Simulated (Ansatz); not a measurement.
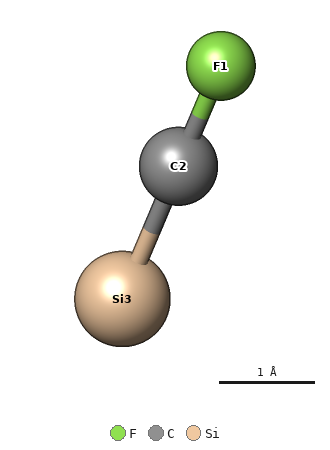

Fig. 1: The input geometry of run 1 (ball-and-stick view, seen at an oblique angle; atoms are numbered from 1 in the order of the input).

**CFSi: one change and its effect**

System: CFSi, multiplicity 2, SMILES F[C]=[Si].
Method of run 1: UKS PBE-D4/def2-TZVPP (Ansatz 0.2.0).

Text and figures count atoms from 1; the logs count them from 0 in places.

**The input, run 1**
```yaml
crystal:
  periodic: [false, false, false]
  atoms:
    - { symbol: F, position_ang: [0.0, 0.0, -1.4128455] }
    - { symbol: C, position_ang: [0.0, 0.0, -0.13680087] }
    - { symbol: Si, position_ang: [0.0, 0.0, 1.54964639] }
magnetization:
  spin_polarized: true
  initial_magnetization: 1
basis:
  gaussian: { orbitals: def2-TZVPP }
hamiltonian:
  xc: pbe
  dispersion: d4
relax:
  f_tol: 0.002
  max_steps: 150
```

Launched with:
```bash
ansatz run input.yaml --threads 2 --pin off --max-ram 5120MiB --backend cpu --events-out ev --progress --plain --runs-dir out
```

Hardware: 2 threads of Intel Xeon (Sapphire Rapids), 64 GiB of memory available, shared host.

**Output, shortened to warnings, some set-up lines, iterations and results (run 1)**
```
[...]
mean field evaluation 1: about -11616.1522 eV, gradient 3.1e1 eV
mean field evaluation 2: about -11589.3294 eV, gradient 6.3e1 eV
mean field evaluation 4: about -11620.7643 eV, gradient 1.1e1 eV
mean field evaluation 8: about -11621.2753 eV, gradient 1.2e-1 eV
mean field evaluation 16: about -11621.2560 eV, gradient 2.1e-4 eV
relax step   1: F+E_penalty+E_count = -11621.30463385 eV  Δ(F+E_penalty+E_count) = +0.000e0 eV  max|allowed force component| = 7.696e-1 eV/Å  Δτ_max = 0.0000 Å  (56 SCF …
mean field evaluation 32: about -11621.2860 eV, gradient 2.8e-3 eV
relax step   2: F+E_penalty+E_count = -11621.31545183 eV  Δ(F+E_penalty+E_count) = -1.082e-2 eV  max|allowed force component| = 3.501e-1 eV/Å  Δτ_max = 0.0104 Å  (37 SCF …
relax step   3: F+E_penalty+E_count = -11621.31849508 eV  Δ(F+E_penalty+E_count) = -3.043e-3 eV  max|allowed force component| = 1.298e-2 eV/Å  Δτ_max = 0.0093 Å  (37 SCF …
relax step   4: F+E_penalty+E_count = -11621.31849943 eV  Δ(F+E_penalty+E_count) = -4.345e-6 eV  max|allowed force component| = 2.209e-4 eV/Å  Δτ_max = 0.0004 Å  (25 SCF …
mean field evaluation 64: about -11621.2701 eV, gradient 1.6e-2 eV
mean field -11621.27008016 eV, -427.0737982660 hartree, gradient 3.9e-5 eV, S^2 0.755220; 2 other end points of the search recorded, 0 dependent functions left out
the calculation of the forces begins
reference -11621.27010597 eV, -427.0737992145 hartree; 15, 14 occupied and 89, 90 virtual orbitals, 624 factors
Total energy: -11621.31852524 eV, -427.0755785898 hartree
Atom 0 at    -0.000000    -0.000000    -1.430797 Å, force    -0.000000     0.000000    -0.000221 eV/Å
Atom 1 at     0.000000     0.000000    -0.138896 Å, force     0.000000    -0.000000     0.000119 eV/Å
Atom 2 at    -0.000000    -0.000000     1.569694 Å, force    -0.000000     0.000000     0.000102 eV/Å
Dipole moment:    -0.000000     0.000000     0.010459 e Å
```

The input of run 2 differs as follows (lines with − go, lines with + come):
```diff
-  xc: pbe
+  xc: { name: B3LYP }
```

What does this change do to the results?

The total energies belong to different methods, so their difference says nothing on which is more stable or more accurate. The functional changes from PBE to B3LYP.

**Output, shortened to warnings, some set-up lines, iterations and results (run 2)**
```
[...]
mean field evaluation 1: about -11626.1463 eV, gradient 2.6e1 eV
mean field evaluation 2: about -11613.8718 eV, gradient 4.7e1 eV
mean field evaluation 4: about -11629.4414 eV, gradient 2.6e0 eV
mean field evaluation 8: about -11629.4888 eV, gradient 1.5e-1 eV
mean field evaluation 16: about -11629.4889 eV, gradient 3.0e-4 eV
relax step   1: F+E_penalty+E_count = -11629.56949931 eV  Δ(F+E_penalty+E_count) = +0.000e0 eV  max|allowed force component| = 4.370e-1 eV/Å  Δτ_max = 0.0000 Å  (37 SCF …
relax step   2: F+E_penalty+E_count = -11629.57130387 eV  Δ(F+E_penalty+E_count) = -1.805e-3 eV  max|allowed force component| = 1.854e-1 eV/Å  Δτ_max = 0.0041 Å  (42 SCF …
mean field evaluation 32: about -11629.4913 eV, gradient 1.4e-1 eV
relax step   3: F+E_penalty+E_count = -11629.57172358 eV  Δ(F+E_penalty+E_count) = -4.197e-4 eV  max|allowed force component| = 3.658e-3 eV/Å  Δτ_max = 0.0031 Å  (41 SCF …
relax step   4: F+E_penalty+E_count = -11629.57172377 eV  Δ(F+E_penalty+E_count) = -1.905e-7 eV  max|allowed force component| = 5.012e-5 eV/Å  Δτ_max = 0.0001 Å  (28 SCF …
mean field evaluation 64: about -11629.4913 eV, gradient 1.3e-5 eV
mean field -11629.49129265 eV, -427.3759222526 hartree, gradient 1.3e-5 eV, S^2 0.755781; 1 other end points of the search recorded, 0 dependent functions left out
the calculation of the forces begins
reference -11629.49146272 eV, -427.3759285025 hartree; 15, 14 occupied and 89, 90 virtual orbitals, 627 factors
Total energy: -11629.57189384 eV, -427.3788842917 hartree
Atom 0 at    -0.000000    -0.000000    -1.420163 Å, force     0.000000     0.000000    -0.000010 eV/Å
Atom 1 at     0.000000     0.000000    -0.135228 Å, force    -0.000000    -0.000000    -0.000040 eV/Å
Atom 2 at    -0.000000    -0.000000     1.555391 Å, force     0.000000     0.000000     0.000050 eV/Å
Dipole moment:    -0.000000    -0.000000     0.075203 e Å
```

**The two runs side by side**

| quantity | run 1 | run 2 |
| --- | --- | --- |
| outcome | converged | converged |
| total energy (hartree) | −427.075579 | −427.378884 |
| ⟨S²⟩ | 0.755 | 0.756 |
| largest force (eV/Å) | 0.000 | 0.000 |
| basis functions | 104 | 104 |
| wall time (shared host) | 6.3 s | 5.8 s |
